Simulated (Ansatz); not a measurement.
# GaSiHO+ (doublet): correlated methods under varied settings

What do other methods and options give for GaSiHO+ (doublet) at this geometry, and how long do they take?

Computed with Ansatz 0.2.0, Gaussian basis. Level: the settings change from run to run.

23 further runs of the same task are left out: 2 for a known fault of the program, 15 that didn't finish, 6 set aside as unsound or not needed.

## (1) The geometry

The geometry is a PBE0/def2-TZVP stationary point (not a proven minimum) of the parent state, kept for this charge and spin. No spin-orbit coupling is included. The filled d shell of Ga may be among the frozen orbitals whatever the setting's name suggests; the logs give the count.

4 atoms, charge 1, spin multiplicity 2.

Atoms are counted from 1 here; the program's logs count them from 0.

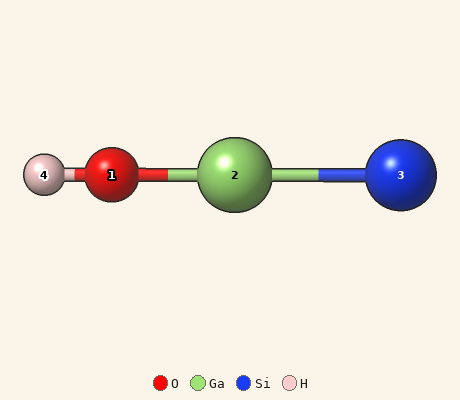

The geometry (oxygen red, gallium green, silicon blue, hydrogen pink); atoms are numbered from 1 in the order of the file.

## (2) CCSD(T) on ROHF/6-31G*

Input file in.yaml:

```yaml
crystal:
  periodic: [false, false, false]
  atoms:
    - {symbol: O, position_ang: [0.000000, 0.000000, 1.211275]}
    - {symbol: Ga, position_ang: [0.000000, 0.000000, -0.518425]}
    - {symbol: Si, position_ang: [0.000000, 0.000000, -2.853625]}
    - {symbol: H, position_ang: [0.000000, 0.000000, 2.160775]}
basis:
  gaussian: {orbitals: "6-31G*"}
total_charge: 1
magnetization: {spin_polarized: false, initial_magnetization: 1}
correlation: {method: ccsd_t, electrons: outside_noble_gas}
accuracy: high
scf: {omitted_lower_state_checks: [cluster_reference]}
output: {forces: true}
```

Command:

```
> ansatz run in.yaml --threads 1 --pin off --events-out ev --progress --plain --max-ram 2393MiB
```

Log, shortened:

```text
Functional definition: HF
  name "HF"
  cite "Fock, Z. Phys. 61, 126 (1930) doi:10.1007/BF01340294"
  parent pbe
[...]
1215 factors; integrals over basis functions are off by at most 8.5e-9 eV
[...]
mean field -62233.20224395 eV, -2287.0279992856 hartree, gradient 5.2e-8 eV, S^2 0.750000; 3 other end points of the search recorded, 0 dependent functions left out
20 core orbitals not correlated, not the lowest: weight in the atoms' cores, before any rotation towards them, 0.578 or more for the frozen orbitals, at most 0.415 for the correlated occupied ones
reference -62233.20224395 eV, -2287.0279992856 hartree; 7, 6 occupied and 44, 45 virtual orbitals, 1215 factors
second order -7.55114354 eV of doubles, -0.04770302 eV of singles
cycle   1  -7.87993582 eV  change   -2.8e-1 eV  update   1.1e-1
[...]
cycle  26  -8.29529681 eV  change  -7.7e-10 eV  update   1.0e-9
perturbative correction -0.22496511 eV, -0.0082673154 hartree
[...]
Total energy: -62241.72250587 eV, -2287.3411131359 hartree
Atom 0 at     0.000000     0.000000     1.211275 Å, force    -0.000000    -0.000000    -1.969709 eV/Å
Atom 1 at     0.000000     0.000000    -0.518425 Å, force    -0.000000    -0.000000     2.991685 eV/Å
Atom 2 at     0.000000     0.000000    -2.853625 Å, force     0.000000     0.000000    -1.970015 eV/Å
Atom 3 at     0.000000     0.000000     2.160775 Å, force     0.000000     0.000000     0.948039 eV/Å
Dipole moment:     0.000000    -0.000000    -0.400735 e Å
Checks for a lower state left out: cluster_reference
```

Run time: 51 s. Hardware: 1 thread of Arm Neoverse N1, shared host; peak memory 0.43 GiB.

From the report: correlation -8.5203 eV; T1 0.025; largest double amplitude 0.08.

## (3) HF/cc-pVDZ

Changes to in.yaml since step 2:

```diff
@@ -8,8 +8,6 @@
 basis:
-  gaussian: {orbitals: "6-31G*"}
+  gaussian: {orbitals: cc-pVDZ}
 total_charge: 1
 magnetization: {spin_polarized: false, initial_magnetization: 1}
-correlation: {method: ccsd_t, electrons: outside_noble_gas}
-accuracy: high
-scf: {omitted_lower_state_checks: [cluster_reference]}
-output: {forces: true}
+hamiltonian: {xc: hf}
+output: {orbitals: {seedname: orbitals}}
```

Same command.

Log:

```text
Functional definition: HF
  name "HF"
  cite "Fock, Z. Phys. 61, 126 (1930) doi:10.1007/BF01340294"
  parent pbe
  exchange = exact_x
  correlation = 0
680 factors; integrals over basis functions are off by at most 1.4e-3 eV
mean field evaluation 1: about -62230.1126 eV, gradient 6.8e1 eV
mean field evaluation 2: about -62230.1217 eV, gradient 6.8e1 eV
mean field evaluation 4: about -62239.1313 eV, gradient 2.0e1 eV
mean field evaluation 8: about -62240.7790 eV, gradient 3.8e-1 eV
mean field evaluation 16: about -62214.0955 eV, gradient 9.7e1 eV
mean field evaluation 32: about -62232.4025 eV, gradient 3.4e0 eV
mean field -62240.78046973 eV, -2287.3064939464 hartree, gradient 5.3e-6 eV, S^2 0.750000; 3 other end points of the search recorded, 0 dependent functions left out
reference -62240.78046973 eV, -2287.3064939464 hartree; 27, 26 occupied and 37, 38 virtual orbitals, 680 factors
Total energy: -62240.78046973 eV, -2287.3064939464 hartree
```

It took 3.5 s on 1 thread of Arm Neoverse N1, shared host.

## (4) MP2 on ROHF/6-31G

Changes to in.yaml since step 3:

```diff
@@ -8,6 +8,6 @@
 basis:
-  gaussian: {orbitals: cc-pVDZ}
+  gaussian: {orbitals: 6-31G}
 total_charge: 1
 magnetization: {spin_polarized: false, initial_magnetization: 1}
-hamiltonian: {xc: hf}
-output: {orbitals: {seedname: orbitals}}
+correlation: {method: mp2, electrons: outside_noble_gas}
+output: {forces: true}
```

Same command.

Log, shortened:

```text
Functional definition: HF
  name "HF"
  cite "Fock, Z. Phys. 61, 126 (1930) doi:10.1007/BF01340294"
  parent pbe
[...]
502 factors; integrals over basis functions are off by at most 3.0e-4 eV
[...]
mean field -62231.52922436 eV, -2286.9665169497 hartree, gradient 1.6e-6 eV, S^2 0.750000; 6 other end points of the search recorded, 0 dependent functions left out
[...]
20 core orbitals not correlated, not the lowest: weight in the atoms' cores, before any rotation towards them, 0.704 or more for the frozen orbitals, at most 0.282 for the correlated occupied ones
reference -62231.52922436 eV, -2286.9665169497 hartree; 7, 6 occupied and 26, 27 virtual orbitals, 502 factors
second order -4.90211688 eV of doubles, -0.00824164 eV of singles
[...]
Total energy: -62236.43958289 eV, -2287.1469692971 hartree
Atom 0 at     0.000000     0.000000     1.211275 Å, force     0.000000     0.000000    -1.962581 eV/Å
Atom 1 at     0.000000     0.000000    -0.518425 Å, force     0.000000    -0.000000     3.808900 eV/Å
Atom 2 at     0.000000     0.000000    -2.853625 Å, force    -0.000000     0.000000    -2.696192 eV/Å
Atom 3 at     0.000000     0.000000     2.160775 Å, force    -0.000000     0.000000     0.849873 eV/Å
Dipole moment:     0.000000     0.000000    -0.337688 e Å
```

Run time: 9 s. Hardware: 1 thread of Arm Neoverse N1, shared host.

## (5) CASSCF(7,4)/6-31G

Changes to in.yaml since step 4:

```diff
@@ -11,3 +11,5 @@
 magnetization: {spin_polarized: false, initial_magnetization: 1}
-correlation: {method: mp2, electrons: outside_noble_gas}
+correlation: {active_space: {window: {electrons: 7, orbitals: 4}}}
+accuracy: high
+scf: {lower_state_search: light}
 output: {forces: true}
```

Launched as before.

Log, shortened:

```text
Functional definition: HF
  name "HF"
  cite "Fock, Z. Phys. 61, 126 (1930) doi:10.1007/BF01340294"
  parent pbe
[...]
929 factors; integrals over basis functions are off by at most 5.7e-9 eV
[...]
mean field -62231.52940255 eV, -2286.9665234979 hartree, gradient 2.3e-8 eV, S^2 0.750000; 5 other end points of the search recorded, 0 dependent functions left out
reference -62231.52940255 eV, -2286.9665234979 hartree; 27, 26 occupied and 26, 27 virtual orbitals, 929 factors
state -62231.52940254 eV, -2286.9665234979 hartree
[...]
Total energy: -62231.52940254 eV, -2286.9665234979 hartree
Atom 0 at     0.000000     0.000000     1.211275 Å, force    -0.000000     0.000000    -1.421987 eV/Å
Atom 1 at     0.000000     0.000000    -0.518425 Å, force     0.000000    -0.000000     4.634144 eV/Å
Atom 2 at     0.000000     0.000000    -2.853625 Å, force    -0.000000     0.000000    -2.775695 eV/Å
Atom 3 at     0.000000     0.000000     2.160775 Å, force    -0.000000    -0.000000    -0.436462 eV/Å
Dipole moment:     0.000000     0.000000    -0.389152 e Å
```

It took 13 s on 1 thread of Arm Neoverse N1, shared host.

From the report: 4 determinants; active occupations 2.00, 2.00, 2.00, 1.00. With so small a space the active step adds no correlation: the energy is the mean field's.

## (6) CASSCF(5,4)/6-31G

Changes to in.yaml since step 5:

```diff
@@ -11,5 +11,2 @@
 magnetization: {spin_polarized: false, initial_magnetization: 1}
-correlation: {active_space: {window: {electrons: 7, orbitals: 4}}}
-accuracy: high
-scf: {lower_state_search: light}
-output: {forces: true}
+correlation: {active_space: {window: {electrons: 5, orbitals: 4}}}
```

Same command.

Log, shortened:

```text
Functional definition: HF
  name "HF"
  cite "Fock, Z. Phys. 61, 126 (1930) doi:10.1007/BF01340294"
  parent pbe
[...]
502 factors; integrals over basis functions are off by at most 3.0e-4 eV
[...]
mean field -62231.52922437 eV, -2286.9665169499 hartree, gradient 1.4e-6 eV, S^2 0.750000; 6 other end points of the search recorded, 0 dependent functions left out
reference -62231.52922437 eV, -2286.9665169499 hartree; 27, 26 occupied and 26, 27 virtual orbitals, 502 factors
state -62232.03106189 eV, -2286.9849591388 hartree
[...]
Total energy: -62232.03106189 eV, -2286.9849591388 hartree
```

Wall time 29 s (1 thread of Arm Neoverse N1, shared host).

From the report: 24 determinants; active occupations 2.00, 1.98, 1.00, 0.02.

## (7) BCCD(T) on ROHF/cc-pVDZ

Changes to in.yaml since step 6:

```diff
@@ -8,5 +8,8 @@
 basis:
-  gaussian: {orbitals: 6-31G}
+  gaussian: {orbitals: cc-pVDZ}
 total_charge: 1
 magnetization: {spin_polarized: false, initial_magnetization: 1}
-correlation: {active_space: {window: {electrons: 5, orbitals: 4}}}
+correlation: {method: bccd_t, electrons: outside_noble_gas}
+accuracy: high
+scf: {omitted_lower_state_checks: [cluster_reference]}
+output: {forces: true}
```

Launched as before.

Log, shortened:

```text
Functional definition: HF
  name "HF"
  cite "Fock, Z. Phys. 61, 126 (1930) doi:10.1007/BF01340294"
  parent pbe
[...]
1251 factors; integrals over basis functions are off by at most 4.7e-9 eV
[...]
mean field -62240.78079024 eV, -2287.3065057249 hartree, gradient 2.9e-8 eV, S^2 0.750000; 3 other end points of the search recorded, 0 dependent functions left out
20 core orbitals not correlated: weight in the atoms' cores, before any rotation towards them, 0.498 or more for the frozen orbitals, at most 0.496 for the correlated occupied ones
reference -62240.78079024 eV, -2287.3065057249 hartree; 7, 6 occupied and 37, 38 virtual orbitals, 1251 factors
second order -7.80458747 eV of doubles, -0.05541571 eV of singles
cycle   1  -8.16979076 eV  change   -3.1e-1 eV  update   1.1e-1
[...]
cycle  27  -8.55747002 eV  change  -1.6e-10 eV  update   1.3e-9
perturbative correction -0.28444357 eV, -0.0104531084 hartree
[...]
Total energy: -62249.62270383 eV, -2287.6314400560 hartree
Atom 0 at     0.000000     0.000000     1.211275 Å, force     0.000000    -0.000000    -1.399870 eV/Å
Atom 1 at     0.000000     0.000000    -0.518425 Å, force    -0.000000     0.000000     2.787185 eV/Å
Atom 2 at     0.000000     0.000000    -2.853625 Å, force     0.000000    -0.000000    -2.036690 eV/Å
Atom 3 at     0.000000     0.000000     2.160775 Å, force    -0.000000     0.000000     0.649374 eV/Å
Dipole moment:     0.000000    -0.000000    -0.400118 e Å
Checks for a lower state left out: cluster_reference
```

It took 49 s on 1 thread of Arm Neoverse N1, shared host; peak memory 0.49 GiB.

From the report: correlation -8.8419 eV; largest double amplitude 0.07.

## (8) CCSD on ROHF/cc-pVDZ

Changes to in.yaml since step 7:

```diff
@@ -11,5 +11,3 @@
 magnetization: {spin_polarized: false, initial_magnetization: 1}
-correlation: {method: bccd_t, electrons: outside_noble_gas}
-accuracy: high
-scf: {omitted_lower_state_checks: [cluster_reference]}
+correlation: {method: ccsd, electrons: outside_noble_gas, diis_vectors: 1}
 output: {forces: true}
```

Same command.

Log, shortened:

```text
Functional definition: HF
  name "HF"
  cite "Fock, Z. Phys. 61, 126 (1930) doi:10.1007/BF01340294"
  parent pbe
[...]
680 factors; integrals over basis functions are off by at most 1.4e-3 eV
[...]
mean field -62240.78046973 eV, -2287.3064939464 hartree, gradient 1.7e-6 eV, S^2 0.750000; 4 other end points of the search recorded, 0 dependent functions left out
[...]
determinant -62240.78046973 eV, -2287.3064939464 hartree, with singles and doubles -62249.36768395 eV, -2287.6220682482 hartree
determinant -62237.71910404 eV, -2287.1939908324 hartree, with singles and doubles -62246.38414349 eV, -2287.5124251588 hartree
20 core orbitals not correlated: weight in the atoms' cores, before any rotation towards them, 0.498 or more for the frozen orbitals, at most 0.496 for the correlated occupied ones
reference -62240.78046973 eV, -2287.3064939464 hartree; 7, 6 occupied and 37, 38 virtual orbitals, 680 factors
second order -7.80456370 eV of doubles, -0.05541542 eV of singles
cycle   1  -8.58720200 eV  change    1.2e-5 eV  update   1.7e-3
[...]
cycle  22  -8.58744962 eV  change   -1.9e-7 eV  update   1.1e-6
[...]
Total energy: -62249.36791935 eV, -2287.6220768992 hartree
Atom 0 at     0.000000     0.000000     1.211275 Å, force    -0.000000    -0.000000    -1.482325 eV/Å
Atom 1 at     0.000000     0.000000    -0.518425 Å, force    -0.000000    -0.000000     2.986200 eV/Å
Atom 2 at     0.000000     0.000000    -2.853625 Å, force    -0.000000    -0.000000    -2.040859 eV/Å
Atom 3 at     0.000000     0.000000     2.160775 Å, force     0.000000     0.000000     0.536983 eV/Å
Dipole moment:     0.000000    -0.000000    -0.422673 e Å
```

Run time: 29 s. Hardware: 1 thread of Arm Neoverse N1, shared host.

From the report: correlation -8.5874 eV; T1 0.025; largest double amplitude 0.07.

## (9) CCSD(T) on ROHF/cc-pVDZ

Changes to in.yaml since step 8:

```diff
@@ -11,3 +11,3 @@
 magnetization: {spin_polarized: false, initial_magnetization: 1}
-correlation: {method: ccsd, electrons: outside_noble_gas, diis_vectors: 1}
-output: {forces: true}
+correlation: {method: ccsd_t, electrons: outside_noble_gas}
+scf: {lower_state_search: full}
```

Same command.

Log, shortened:

```text
Functional definition: HF
  name "HF"
  cite "Fock, Z. Phys. 61, 126 (1930) doi:10.1007/BF01340294"
  parent pbe
[...]
680 factors; integrals over basis functions are off by at most 1.4e-3 eV
[...]
mean field -62240.78046973 eV, -2287.3064939464 hartree, gradient 1.7e-6 eV, S^2 0.750000; 9 other end points of the search recorded, 0 dependent functions left out
[...]
determinant -62240.78046973 eV, -2287.3064939464 hartree, with singles and doubles -62249.36768395 eV, -2287.6220682482 hartree
determinant -62237.71910404 eV, -2287.1939908324 hartree, with singles and doubles -62246.38414349 eV, -2287.5124251588 hartree
20 core orbitals not correlated: weight in the atoms' cores, before any rotation towards them, 0.498 or more for the frozen orbitals, at most 0.496 for the correlated occupied ones
reference -62240.78046973 eV, -2287.3064939464 hartree; 7, 6 occupied and 37, 38 virtual orbitals, 680 factors
second order -7.80456370 eV of doubles, -0.05541542 eV of singles
cycle   1  -8.58720197 eV  change    1.2e-5 eV  update   1.7e-3
[...]
cycle   7  -8.58745933 eV  change    4.0e-6 eV  update   1.2e-5
perturbative correction -0.24993323 eV, -0.0091848769 hartree
Total energy: -62249.61786230 eV, -2287.6312621331 hartree
```

Wall time 23 s (1 thread of Arm Neoverse N1, shared host).

From the report: correlation -8.8374 eV; T1 0.025; largest double amplitude 0.07.

## (10) BCCD(T) on UHF/cc-pVDZ

Changes to in.yaml since step 9:

```diff
@@ -10,4 +10,5 @@
 total_charge: 1
-magnetization: {spin_polarized: false, initial_magnetization: 1}
-correlation: {method: ccsd_t, electrons: outside_noble_gas}
-scf: {lower_state_search: full}
+magnetization: {spin_polarized: true, initial_magnetization: 1}
+hamiltonian: {pseudopotentials: {relativity: scalar}}
+correlation: {method: bccd_t, electrons: outside_noble_gas, diis_vectors: 12}
+output: {forces: true}
```

Launched as before.

Log, shortened:

```text
Functional definition: HF
  name "HF"
  cite "Fock, Z. Phys. 61, 126 (1930) doi:10.1007/BF01340294"
  parent pbe
[...]
678 factors; integrals over basis functions are off by at most 1.4e-3 eV
[...]
mean field -62666.14120370 eV, -2302.9382125998 hartree, gradient 3.1e-6 eV, S^2 0.785287; 16 other end points of the search recorded, 0 dependent functions left out
determinant -62666.14120370 eV, -2302.9382125998 hartree, with singles and doubles -62674.63178203 eV, -2303.2502355983 hartree
determinant -62664.15431424 eV, -2302.8651957588 hartree, with singles and doubles -62672.41696104 eV, -2303.1688424283 hartree
determinant -62664.02397124 eV, -2302.8604057422 hartree, with singles and doubles -62672.34088344 eV, -2303.1660466281 hartree
determinant -62663.06673717 eV, -2302.8252280387 hartree, with singles and doubles -62671.56754126 eV, -2303.1376268272 hartree
[...]
reference -62666.14120370 eV, -2302.9382125998 hartree; 7, 6 occupied and 37, 38 virtual orbitals, 678 factors
second order -7.74511544 eV of doubles, -0.00000000 eV of singles
cycle   1  -8.45718112 eV  change    3.3e-2 eV  update   1.8e-2
[...]
cycle  22  -8.46407599 eV  change    3.3e-8 eV  update   3.0e-8
perturbative correction -0.28738659 eV, -0.0105612623 hartree
[...]
Total energy: -62674.89266628 eV, -2303.2598229177 hartree
Relativity: scalar
Atom 0 at     0.000000     0.000000     1.211275 Å, force    -0.000068     0.000000    -1.544795 eV/Å
Atom 1 at     0.000000     0.000000    -0.518425 Å, force     0.000116    -0.000000     2.844035 eV/Å
Atom 2 at     0.000000     0.000000    -2.853625 Å, force    -0.000049     0.000000    -1.950976 eV/Å
Atom 3 at     0.000000     0.000000     2.160775 Å, force     0.000001    -0.000000     0.651736 eV/Å
Dipole moment:     0.000344     0.000000    -0.426580 e Å
```

It took 83 s on 1 thread of Arm Neoverse N1, shared host; peak memory 0.3 GiB.

From the report: ⟨S²⟩ of the determinant 0.785 (pure doublet: 0.75); correlation -8.7515 eV; largest double amplitude 0.07.

## (11) All runs side by side

Where basis and cores are those of an earlier UCCSDT(Q)/cc-pVDZ run (-62249.6825 eV), and the state is the same kind, the miss against it is given.

| level | correlated | functions | energy (eV) | from UCCSDT(Q) (meV) | time |
| --- | --- | --- | --- | --- | --- |
| CCSD(T) on ROHF/6-31G* | outside noble gas | 71 | -62241.7225 |  | 51 s |
| HF/cc-pVDZ |  | 64 | -62240.7805 | 8902.1 | 3.5 s |
| MP2 on ROHF/6-31G | outside noble gas | 53 | -62236.4396 |  | 9 s |
| CASSCF(7,4)/6-31G |  | 53 | -62231.5294 |  | 13 s |
| CASSCF(5,4)/6-31G |  | 53 | -62232.0311 |  | 29 s |
| BCCD(T) on ROHF/cc-pVDZ | outside noble gas | 64 | -62249.6227 | 59.8 | 49 s |
| CCSD on ROHF/cc-pVDZ | outside noble gas | 64 | -62249.3679 | 314.6 | 29 s |
| CCSD(T) on ROHF/cc-pVDZ | outside noble gas | 64 | -62249.6179 | 64.7 | 23 s |
| BCCD(T) on UHF/cc-pVDZ (relativity set) | outside noble gas | 64 | -62674.8927 |  | 83 s |

## (12) What came out

```
quantity                                          value
    runs                                              9
quickest                              HF/cc-pVDZ, 3.5 s
 slowest  BCCD(T) on UHF/cc-pVDZ (relativity set), 83 s
```

**Reading.** Total energies in different bases, with other cores or another treatment of relativity can't be set against each other. BCCD(T) on UHF/cc-pVDZ (relativity set) took 24 times as long as HF/cc-pVDZ; the jobs differ in more than the method. Among the correlated runs with a miss given, it spans +60 to +315 meV. Hartree-Fock, CASSCF and CASCI lack dynamic correlation by design.
